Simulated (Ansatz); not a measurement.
Three curves of one kind of scan: energy against volume (even scaling of the relaxed cell, symmetry kept). Computed with r2SCAN (plane waves to 500 eV, PAW, scalar-relativistic; Ansatz, a first-principles code). Each is measured from its own zero (the relaxed starting cell). 

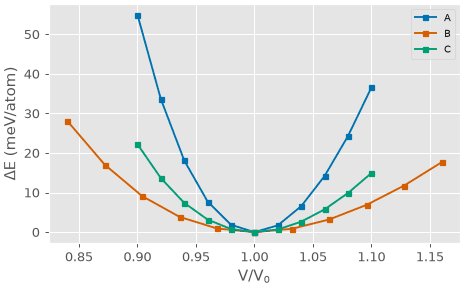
Figure: Curves A, B and C.

### Question
Which curve belongs to the crystal with a fitted bulk modulus of 17.2 GPa and a relaxed volume of 33.70 Å³/atom?

### Answer
Curve C, NaI (rock salt): near the minimum ΔE ≈ ½·B₀·V₀·(V/V₀ − 1)², with B₀·V₀ = 3.6 eV/atom.

All were relaxed with their symmetry unable to fall. At this level the bands of HgTe touch or barely overlap. Spin-orbit coupling is left out.

(A scan under strain: stresses follow from slopes of the energy per volume, elastic moduli from its curvatures.)
